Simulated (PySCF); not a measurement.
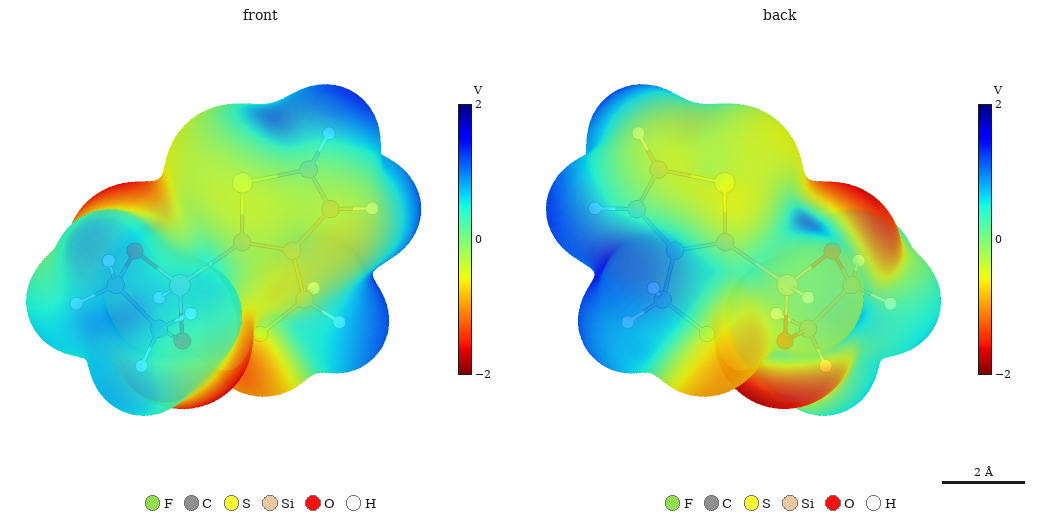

*C7H9FO2SSi (SMILES FCc1ccsc1[SiH]1OCCO1). The electrostatic potential painted on the density surface at 0.002 e/bohr³, seen from the front and from behind; red is negative and blue positive.*

Geometry: PBE0-D3(BJ)/def2-SVP.

All numbers below come from PBE0/pcSseg-1, SCF density, gas phase, non-relativistic in PySCF.

Input file:

```
{"job": {"kind": "nmr", "xc": "PBE0", "basis": "pcSseg-1"}, "charge": 0, "multiplicity": 1}
F     -0.985343    -2.315768    -0.513308
C     -2.144410    -1.583063    -0.635705
C     -1.930599    -0.196847    -0.121517
C     -2.903870     0.838936    -0.182960
C     -2.435379     2.017691     0.340310
S     -0.825561     1.870245     0.899289
C     -0.739105     0.204841     0.449947
Si     0.845642    -0.728098     0.702066
O      1.888175     0.390944     1.406980
C      3.069204     0.494439     0.639070
C      2.721608     0.049557    -0.786972
O      1.760749    -0.981919    -0.680695
H     -2.433987    -1.569754    -1.700325
H     -2.937170    -2.101331    -0.068933
H     -3.905754     0.720667    -0.600317
H     -2.966238     2.966205     0.419742
H      0.701237    -1.971221     1.488504
H      3.856054    -0.154704     1.067286
H      3.437649     1.532773     0.661533
H      3.605714    -0.325895    -1.326428
H      2.304834     0.897416    -1.363449
```

Command:

```sh
OMP_NUM_THREADS=2 python probes_run.py task.json out
```

Where is the surface potential most negative and most positive?

The most negative region (about −1.8 V) lies over O12, the most positive (about +1.4 V) over C2 and C4. O12 is the likeliest acceptor of a hydrogen bond.

How polar is the molecule by this calculation?

Its dipole moment is 2.43 D.
